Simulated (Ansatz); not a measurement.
```xyz
9

N    -0.6831    0.8360   -1.6285
Si    0.6341    0.5863   -0.5311
P    -0.2944   -1.0007    1.7296
H    -0.8495    0.2125   -2.4133
H    -1.4029    1.5500   -1.5617
H     0.3456    1.8100    0.3475
H    -1.1858   -1.2005    2.8352
H    -0.2811   -2.3664    1.3266
H     0.8982   -1.0786    2.5034
```

At this geometry the atoms fall into two loosely joined parts.

Level of theory: Ansatz, RKS B3LYP/def2-SVP.

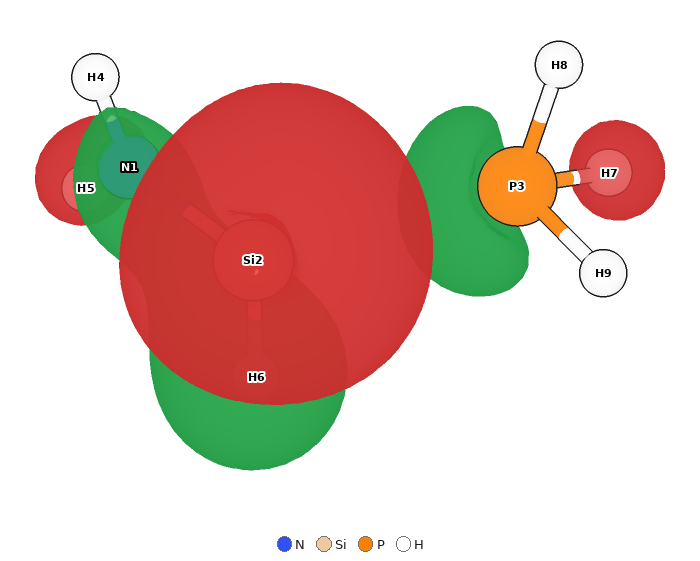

H$_{6}$NPSi. The HOMO at ±0.1 Å⁻³ᐟ² (green and red are the two phases), seen across its widest extent.

Describe this orbital and give its energy.

Answer. By Hirshfeld shares it lies mainly on Si2 (about 70 %), H6 (about 10 %) and P3 (about 10 %). Its energy is −5.52 eV.
